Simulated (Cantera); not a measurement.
Charge: 1 mol Zr, 0.75 mol O2, 65 mol N2, equilibrated at 0.100 bar.

These are equilibrium values from Cantera (NASA tables, ideal gas, pure condensed phases), not measurements of a reactor. Candidate condensed phases: Zr, ZrN, ZrO2; 13 gas species. Mutual solubility and eutectic melting of coexisting phases are not modelled. ZrN: taken at fixed stoichiometry. Condensed phases not in the tables: solid solutions among these carbides, nitrides and lower oxides. The numbers say what is thermodynamically allowed, not how fast it happens.

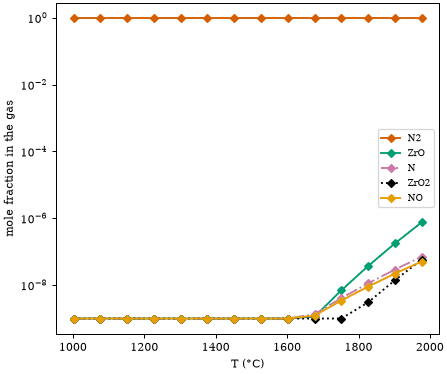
Figure. Equilibrium gas composition (values under 1e-9 drawn at 1e-9)

From 1002 °C to 1152 °C the condensed part is ZrN(s) + ZrO2(monoclinic). From 1227 °C to 1977 °C the condensed part is ZrN(s) + ZrO2(tetragonal).
